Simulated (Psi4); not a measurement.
# BPH5F (SMILES [BH3-][PH2+]F): OMP2/def2-SVPD (density fitting for correlation)

What is the vertical electron affinity of BPH5F at OMP2/def2-SVPD (density fitting for correlation)? 

Program for the calculation: Psi4 1.11.

1 further run of the same task is left out (it didn't finish).

## Step 1: The system as given

BPH5F has 8 atoms, charge 0, and is taken as a singlet. As SMILES, `[BH3-][PH2+]F`. Geometry: relaxed at GFN2-xTB.

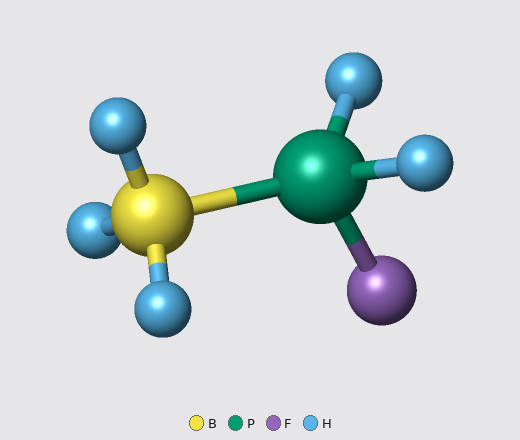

Viewed from a chosen angle; boron yellow, phosphorus teal, fluorine purple, hydrogen blue.

## Step 2: The energy at OMP2/def2-SVPD (density fitting for correlation)

The input, bfh5p.xyz:

```xyz
8
BFH5P
B     -0.525110     0.874630    -0.448000
P      0.288000    -0.609520     0.411990
F      1.529250    -1.194390    -0.442790
H     -0.897030     0.447050    -1.494090
H      0.345720     1.680310    -0.536530
H     -1.410660     1.211300     0.267460
H      0.983450    -0.558610     1.620810
H     -0.313620    -1.850770     0.621140
```

The input, bfh5p_ase.py:

```python
import numpy as np
from ase.calculators.psi4 import Psi4
from ase.io import read

a = read('bfh5p.xyz')
calc = Psi4(atoms=a, method='omp2', basis='def2-SVPD', memory='1600MB', num_threads=1, charge=0, multiplicity=1, label='psi4-calc')
calc.psi4.set_options({'puream': True, 'e_convergence': 1e-09, 'd_convergence': 1e-08, 'scf_type': 'pk', 'num_frozen_docc': 7})
a.calc = calc

print(f'energy: {a.get_potential_energy():.6f} eV')
```

Command:

```
python bfh5p_ase.py
```

psi4-calc.dat, cut to the lines that bear on the results:

```text
[...]
  Running in c1 symmetry.
[...]
  Nuclear repulsion =  113.265955171212397
[...]
  Multiplicity = 1
[...]
  Nalpha       = 17
  Nbeta        = 17
[...]
    Number of basis functions: 107
[...]
   @RHF iter   1:  -467.45102747134837   -3.96661e-01   3.66482e-03 DIIS/ADIIS
[...]
   @RHF iter  11:  -467.55456552054613   -5.68434e-12   4.78222e-09 DIIS
[...]
    Orbital Energies [Eh]
    ---------------------
    Doubly Occupied:
       1A    -80.058320     2A    -26.328493     3A     -7.614469
       4A     -7.544592     5A     -5.515531     6A     -5.513831
       7A     -5.512422     8A     -1.607167     9A     -0.936982
      10A     -0.747434    11A     -0.724059    12A     -0.723394
      13A     -0.662601    14A     -0.577401    15A     -0.466189
      16A     -0.459942    17A     -0.454762
[...]
  @RHF Final Energy:  -467.55456552054613
   => Energetics <=
    Nuclear Repulsion Energy =            113.2659551712123971
    One-Electron Energy =                -870.7458635628513548
    Two-Electron Energy =                 289.9253428710927665
    Total Energy =                       -467.5545655205461344
[...]
 Multipole Moments:
 ------------------------------------------------------------------------------------
     Multipole            Electronic (a.u.)      Nuclear  (a.u.)        Total (a.u.)
 ------------------------------------------------------------------------------------
 L = 1.  Multiply by 2.5417464519 to convert [e a0] to [Debye]
 Dipole X            :          3.3762256           -3.2932526            0.0829730
 Dipole Y            :         -3.5702812            2.6029373           -0.9673439
 Dipole Z            :          0.2221937            0.9175988            1.1397926
 Magnitude           :                                                    1.4972528
[...]
	Warning: cc_lambda option is changed to TRUE
	For this residual convergence, default PCG convergence is:     1.00e-07
[...]
	DF-MP2 Total Energy (a.u.)         :  -467.99997127539183
[...]
	DF-MP2 Total Energy (a.u.)         :  -468.00639088783038
[...]
	DF-OMP2 Total Energy (a.u.)        :  -468.00639088783464
[...]
```

The script printed:

```text
energy: -12735.102564 eV
```

It took 23 s on 1 thread of Intel Xeon Platinum 8488C (Sapphire Rapids), shared host; peak memory 0.45 GiB.

## Step 3: The doublet anion, same level

The input, job.json:

```json
{
 "schema_name": "qcschema_input",
 "schema_version": 1,
 "molecule": {
  "schema_name": "qcschema_molecule",
  "schema_version": 2,
  "symbols": ["B", "P", "F", "H", "H", "H", "H", "H"],
  "geometry": [-0.99231409, 1.65281116, -0.8465973, 0.54424112, -1.15182587, 0.77854827, 2.88986368, -2.25706999, -0.83675183, -1.69514103, 0.84480206, -2.82342091, 0.65331612, 3.1753257, -1.01389476, -2.66576105, 2.28902525, 0.50542615, 1.85845116, -1.05561991, 3.062887, -0.59265591, -3.49744842, 1.17378449],
  "molecular_charge": -1,
  "molecular_multiplicity": 2,
  "fix_symmetry": "c1"
 },
 "driver": "energy",
 "model": {
  "method": "omp2",
  "basis": "def2-SVPD"
 },
 "keywords": {
  "reference": "uhf",
  "puream": true,
  "e_convergence": 1e-09,
  "d_convergence": 1e-08,
  "scf_type": "pk",
  "num_frozen_docc": 7,
  "maxiter": 200
 }
}
```

Command:

```
psi4 --qcschema job.json -n 1 --memory 1600MB
```

stdout, cut to the lines that bear on the results:

```text
[...]
  Running in c1 symmetry.
[...]
  Nuclear repulsion =  113.265955074095800
[...]
  Multiplicity = 2
[...]
  Nalpha       = 18
  Nbeta        = 17
[...]
    Number of basis functions: 107
[...]
   @UHF iter   1:  -467.37674038072913   -3.22374e-01   3.94185e-03 DIIS/ADIIS
[...]
   @UHF iter  17:  -467.50122166642171   -1.66551e-11   8.00647e-09 DIIS
[...]
   @S^2 Observed:                7.570577299E-01
[...]
  @UHF Final Energy:  -467.50122166642171
   => Energetics <=
    Nuclear Repulsion Energy =            113.2659550740957997
    One-Electron Energy =                -878.8269641172464617
    Two-Electron Energy =                 298.0597873767289343
    Total Energy =                       -467.5012216664217135
  UHF NO Occupations:
  HONO-2 :   16  A 1.9995636
  HONO-1 :   17  A 1.9976079
[...]
 Multipole Moments:
 ------------------------------------------------------------------------------------
     Multipole            Electronic (a.u.)      Nuclear  (a.u.)        Total (a.u.)
 ------------------------------------------------------------------------------------
 L = 1.  Multiply by 2.5417464519 to convert [e a0] to [Debye]
 Dipole X            :          3.9953631           -3.2932526            0.7021106
 Dipole Y            :         -3.6226421            2.6029373           -1.0197049
 Dipole Z            :         -0.5135074            0.9175988            0.4040914
 Magnitude           :                                                    1.3023237
[...]
	Warning: cc_lambda option is changed to TRUE
	For this residual convergence, default PCG convergence is:     1.00e-07
[...]
	DF-SCS-MP2 Total Energy (a.u.)     :  -467.96551027575748
	DF-SOS-MP2 Total Energy (a.u.)     :  -467.96392305327788
[...]
	DF-SCS-OMP2 Total Energy (a.u.)    :  -467.97119717057041
	DF-SOS-OMP2 Total Energy (a.u.)    :  -467.93182510664423
	DF-SCS(N)-OMP2 Total Energy (a.u.) :  -467.70027959183631
[...]
	DF-OMP2 Total Energy (a.u.)        :  -467.97670296300277
[...]
```

The result, in JSON:

```text
{
 "driver": "energy",
 "model": {
  "method": "omp2",
  "basis": "def2-SVPD"
 },
 "success": true,
 "return_result": -467.97670296300277,
 "properties": {
  "calcinfo_nbasis": 107,
  "calcinfo_nmo": 107,
  "calcinfo_nalpha": 18,
  "calcinfo_nbeta": 17,
  "calcinfo_natom": 8,
  "nuclear_repulsion_energy": 113.26595507409579,
  "return_energy": -467.97670296300277,
  "scf_one_electron_energy": -878.8269641172465,
  "scf_two_electron_energy": 298.05978737672893,
  "scf_dipole_moment": [0.7021105715211213, -1.019704871794063, 0.4040914105502633],
  "scf_total_energy": -467.5012216664217,
  "scf_iterations": 17,
  "mp2_same_spin_correlation_energy": -0.11153891055928611,
  "mp2_opposite_spin_correlation_energy": -0.35592414373553294,
  "mp2_singles_energy": 0.0,
  "mp2_doubles_energy": -0.4674630542948191,
  "mp2_correlation_energy": -0.4674630542947966,
  "mp2_total_energy": -467.9686847207165
 }
}
```

It took 60 s on 1 thread of Intel Xeon Platinum 8488C (Sapphire Rapids), shared host; peak memory 0.44 GiB.

## Step 4: What came out

At OMP2/def2-SVPD (density fitting for correlation), 7 core orbitals frozen:

| quantity | value |
| --- | --- |
| singlet BPH5F: total energy | -468.00639 Eh |
| singlet BPH5F: HOMO energy (Hartree–Fock orbitals) | -12.37 eV |
| singlet BPH5F: LUMO energy (Hartree–Fock orbitals) | 2.09 eV |
| singlet BPH5F: HOMO–LUMO gap (Hartree–Fock orbitals) | 14.46 eV |
| singlet BPH5F: correlation energy (7 core orbitals frozen) | -451.8 mEh |
| doublet anion: total energy | -467.97670 Eh |
| doublet anion: HOMO energy (Hartree–Fock orbitals) (highest over α and β) | 0.66 eV |
| doublet anion: LUMO energy (Hartree–Fock orbitals) (lowest over α and β) | 5.84 eV |
| doublet anion: correlation energy (7 core orbitals frozen) | -475.5 mEh |
| doublet anion: ⟨S²⟩ of the reference determinant | 0.757 |
| vertical electron affinity (to the doublet anion) | -0.808 eV |

What this shows: The anion lies 0.81 eV (77.9 kJ/mol) above the neutral: the electron isn't bound at this level, and such a value depends on the basis. The HOMO (doublet anion) lies at positive energy, 0.66 eV: the electron is unbound at this level or held by a compact basis; values depend on the basis.
